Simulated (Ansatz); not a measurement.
One crystal and one scan (energy against volume) at two levels, PBE (plane waves to 420 eV, PAW, scalar-relativistic; Ansatz, a program for electronic structure) and r2SCAN (plane waves to 500 eV, PAW, scalar-relativistic; Ansatz), each from its own relaxed cell and on its own mesh. The cell shown is that of PBE.

Ge (diamond)

```
CELL_PARAMETERS angstrom
      0.00000     2.88111     2.88111
      2.88111     0.00000     2.88111
      2.88111     2.88111     0.00000
ATOMIC_POSITIONS crystal
  Ge 0.50000 0.50000 0.50000
  Ge 0.75000 0.75000 0.75000
```

This relaxed cell (volume V₀) is scaled evenly in all directions, its shape held. Symmetry pins the atoms to their sites.

E stands for the smeared free energy. Ge was relaxed with its symmetry unable to fall. The PAW data are Ansatz's earlier set. Percentages come from the unrounded values. Both scans cover V/V₀ from 0.840 to 1.160.

```csv
quantity,PBE,r2SCAN,PBE − r2SCAN
Lattice constant a (Å),5.762,5.673,+0.089 (+1.6 %)
Pressure at the smallest volume (GPa),15.6,18.8,-3.2 (-17 %)
Energy cost of the largest compression (meV/atom),157,182,-25 (-14 %)
Energy cost of the largest expansion (meV/atom),84,97,-13 (-13 %)
Bulk modulus B₀ (third-order Birch-Murnaghan fit) (GPa),58.6,70.9,-12.3 (-17 %)
Pressure derivative B₀′ (fit),4.8,4.8,0.0
Pressure for 5 % compression (fit) (GPa),3.4,4.1,-0.7 (-17 %)
```

PBE gives the higher value for: lattice constant a. PBE gives the lower value for: pressure at the smallest volume; energy cost of the largest compression; energy cost of the largest expansion; bulk modulus B₀; pressure for 5 % compression. They agree on: pressure derivative B₀′ (within 1.5 %). For the lattice constant a the reference is 5.644 Å (measured, corrected to the static lattice; as given in Daniel Mejia-Rodriguez, S. B. Trickey, Physical Review B (2018), arXiv:1807.09216): r2SCAN lies nearer. For the bulk modulus B₀ the reference is 77.3 GPa (measured, corrected to the static lattice; as given in Tanner, Daniel S. P., Broderick, Christopher A., Kirwan, Amy C. et al., (2021), arXiv:2110.11888): r2SCAN lies nearer. 

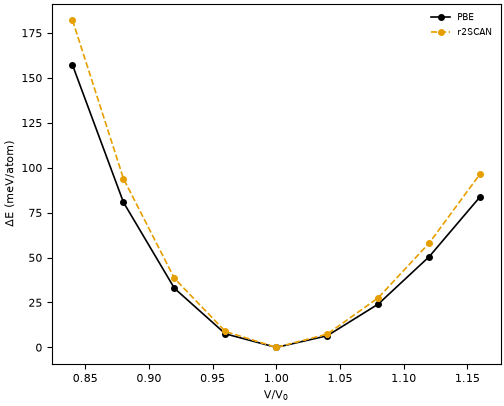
*ΔE, each from the relaxed starting cell of its own level.*

(A scan under strain: stresses follow from slopes of the energy per volume, elastic moduli from its curvatures.)
